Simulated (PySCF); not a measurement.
C$_{3}$H$_{7}$N$_{3}$Si

Input file:

```
{"job": {"kind": "nmr", "xc": "PBE0", "basis": "pcSseg-1"}, "charge": 0, "multiplicity": 1}
C     -1.029028    -1.498556     0.431223
N     -0.929796    -0.087640     0.215384
N     -1.988755     0.698897     0.335403
N     -1.636619     1.906701     0.090509
C     -0.327493     1.926589    -0.196090
C      0.169723     0.634009    -0.124273
Si     1.875544    -0.072800    -0.401233
H     -2.058901    -1.716494     0.708958
H     -0.770690    -2.045068    -0.477496
H     -0.359283    -1.810303     1.234026
H      0.184310     2.835825    -0.434682
H      2.762404     1.024906    -0.769797
H      2.316396    -0.724077     0.836865
H      1.791511    -1.072463    -1.470963
```

Run with:

```sh
OMP_NUM_THREADS=1 python probes_run.py task.json out
```

Geometry: GFN2-xTB.

Level of theory: PySCF, PBE0/pcSseg-1, SCF density, gas phase, non-relativistic.

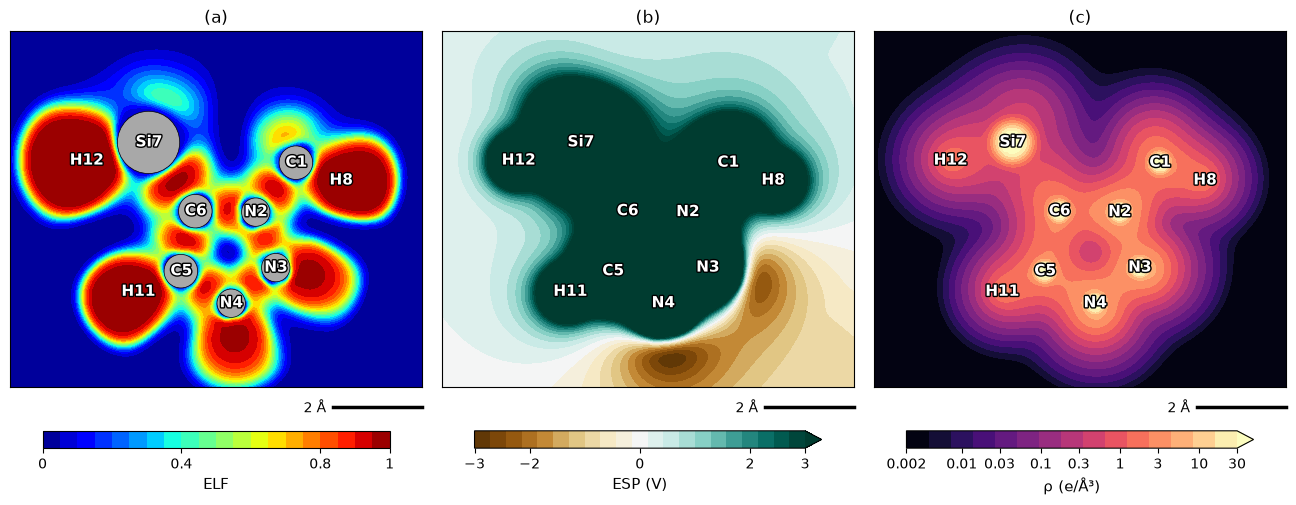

Figure 1. (a) electron localisation function; (b) electrostatic potential; (c) total electron density on the plane of atoms N2, N3 and N4. Grey discs cover the atomic cores in the ELF map.

Question: What does the map show?

Answer: Atoms in the plane: C, N, Si and H.
N–N (1.28 Å): ρ is about 2.9 e/Å³ halfway; the ELF peaks at about 0.90 between the atoms, as expected for localised, covalent bonding.
C–N (1.34 Å): ρ at the midpoint is about 2.4 e/Å³; the ELF peaks at about 0.90 between the atoms, as expected for a covalent bond.
C–C (1.39 Å): ρ is about 2.1 e/Å³ halfway; the ELF peaks at about 0.95 between the atoms (localised, covalent bonding).
C–Si (1.87 Å): ρ is about 0.94 e/Å³ halfway; the ELF peaks at about 0.95 between the atoms, as expected for localised, covalent bonding.
C–H (1.07 Å): the density is about 2.1 e/Å³ at the midpoint; the ELF climbs to about 1 towards the hydrogen, as it does in any bond to H (an ordinary covalent bond to hydrogen).
The ELF also peaks beside N4 and N3, away from the bonds: lone-pair regions.
Outside the dense part of the molecule the potential is most negative (−2.9 V) near N4.

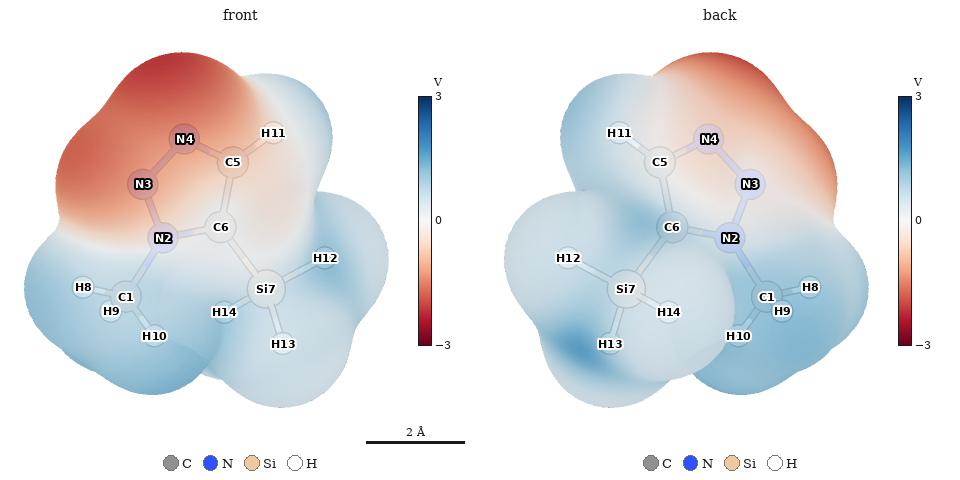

Figure 2. The molecular electrostatic potential painted on the density surface at 0.002 e/bohr³, seen from the front and from behind; red is negative and blue positive.

Question: Which sites attract a positive test charge, and which a negative one?

Answer: A positive charge is drawn to the negative regions and a negative charge to the positive ones. The most negative region (about −2.1 V) lies over N4, the most positive (about +1.5 V) over Si7. N4 is the likeliest acceptor of a hydrogen bond.

Question: How polar is the molecule by this calculation?

Answer: Its dipole moment is 4.37 D.
